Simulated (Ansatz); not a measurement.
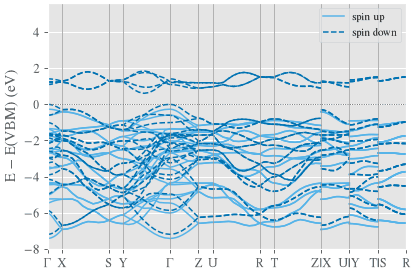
Fig. 1. Band structure from the program Ansatz at the r²SCAN level (PAW)

### Question
Read off the gap and where the band edges lie.

### Answer
About 0.6 eV (0.61 eV by a search for the band edges); maximum at Γ, minimum on the Y–Γ line, 46 % of the way from Y.

### Question
Which of these materials gives this?
A. AlO2, Pnma (Al on 4c, O on 4c, O on 4c)
B. VBrO, Pmmn (V on 2a, Br on 2b, O on 2b)
C. V2O5, Pmmn (V on 4e, O on 2a, O on 4e, O on 4e)
D. MnO, Pmmn (Mn on 2b, O on 2a)

### Answer
A, AlO2, Pnma (Al on 4c, O on 4c, O on 4c)

The workflow started from a Materials Project entry (that database holds measured and hypothetical structures alike); the Crystallography Open Database copy checked does not list it. Whether it is the stable phase at ambient conditions was not checked. The cell was relaxed with r²SCAN under the symmetry of its start; its stability against distortions is not shown here. The final state is ferromagnetic, chosen from 4 collinear starts compared on coarse meshes (ties went to the first, and starts can fall back to one state), not a proven ground state. Other orbital occupations within this spin state were not tried. No Hubbard U is applied.

Potentials: the later of the program's two PAW sets.
